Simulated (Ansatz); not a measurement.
## Electronic structure of BH2···ClH3Si (doublet) in real space

The calculation's input:

```
crystal:
  periodic: [false, false, false]
  atoms:
    - { symbol: B, position_ang: [0.0, 0.0, 0.0] }
    - { symbol: Cl, position_ang: [0.0, 0.0, 2.11] }
    - { symbol: H, position_ang: [1.0305, 0.0, -0.595] }
    - { symbol: H, position_ang: [-1.0305, 0.0, -0.595] }
    - { symbol: Si, position_ang: [0.0, 0.0, 4.54] }
    - { symbol: H, position_ang: [-0.7436, -1.1581, 5.0274] }
    - { symbol: H, position_ang: [1.3747, -0.0649, 5.0274] }
    - { symbol: H, position_ang: [-0.6311, 1.223, 5.0274] }
magnetization:
  spin_polarized: true
  initial_magnetization: 1
basis:
  gaussian: { orbitals: "6-31G*" }
hamiltonian:
  xc: b3lyp
relax:
  f_tol: 0.15
  max_steps: 25
  restrain:
    - { distance: [1, 4], at: 2.13, k: 30.0 }
    - { distance: [0, 1], at: 3.06, k: 30.0 }
output:
  orbitals: {}
```

Command:

```sh
ansatz run input.yaml --threads 1 --pin off --max-ram 2048MiB --backend cpu --events-out ev --progress --plain --runs-dir out
```

The fields are those of the run's last geometry, not of the input's.

Level of theory: Ansatz, UKS B3LYP/6-31G*.

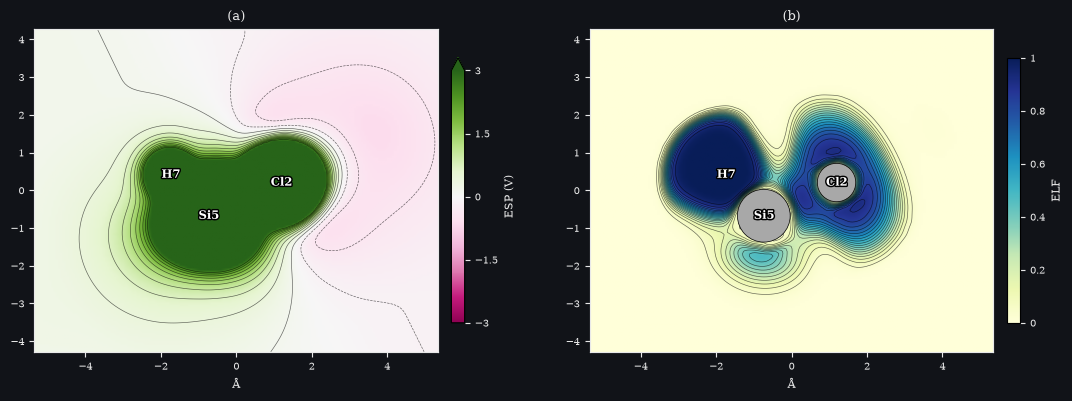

Figure 1. (a) electrostatic potential; (b) electron localisation function on the plane of atoms Cl2, Si5 and H7. Grey discs cover the atomic cores in the ELF map.

Question: What do the fields say about this system?

Answer: Atoms in the plane: Cl, Si and H.
Si–Cl (2.12 Å): the ELF peaks at about 0.90 between the atoms, as expected for a shared but strongly polarised pair.
Si–H (1.48 Å): the ELF climbs to about 1 towards the hydrogen, as it does in any bond to H.
The ELF also peaks beside Cl2, away from the bonds: non-bonding electrons, paired or unpaired.
Outside the dense part of the complex the potential is most negative (−0.7 V) near Cl2.

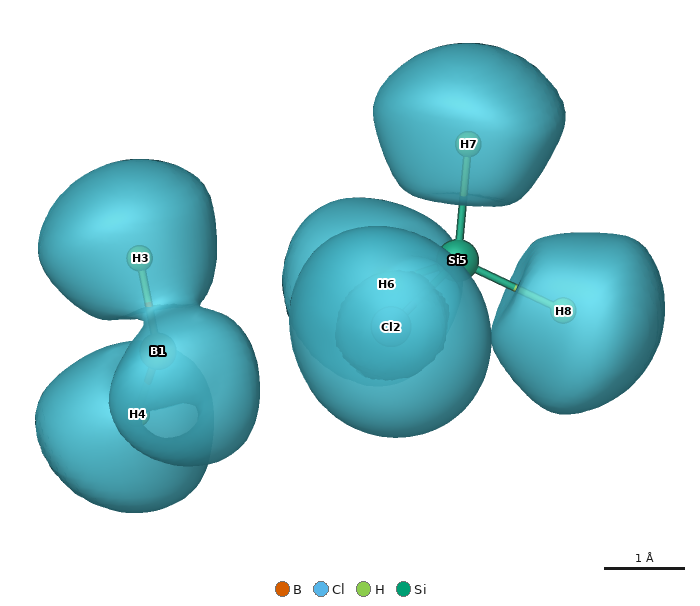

Figure 2. Isosurface of the ELF at 0.75 (cyan), seen at a tilt. Only the valence region is drawn (cores and ρ < 0.01 e/Å³ removed).

Question: What do the ELF domains correspond to?

Answer: The ELF exceeds this value in three regions around hydrogen nuclei, one region on Cl in which the atom's valence shell and bonds are merged and one joined region spread over several atoms (B, H), in which their bonds and any lone pairs are merged. Along the contacts the grid gives the following. B1···Cl2 (3.06 Å): the ELF peaks at about 0.90 in the valence shell of Cl, 0.8 Å from its nucleus, and is about 0.10 at the midpoint.

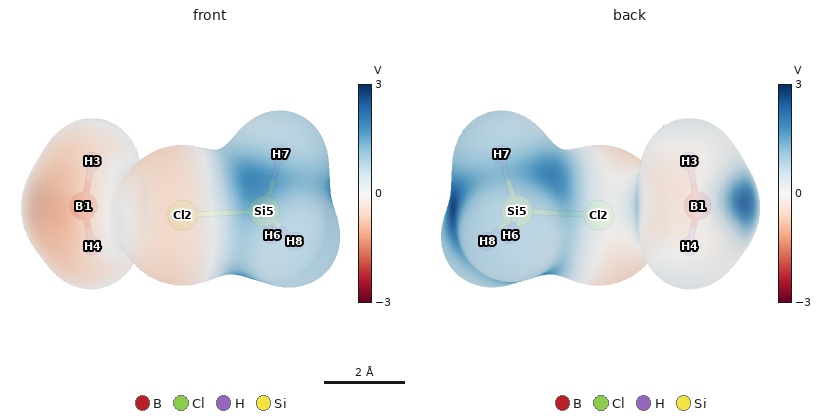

Figure 3. The molecular electrostatic potential painted on the density surface at 0.004 e/bohr³, seen from the front and from behind; the colour scale runs from red (negative) to blue (positive).

Question: Where is the surface potential most negative and most positive?

Answer: The most negative region (about −1.0 V) lies over H3, the most positive (about +2.6 V) over Si5.
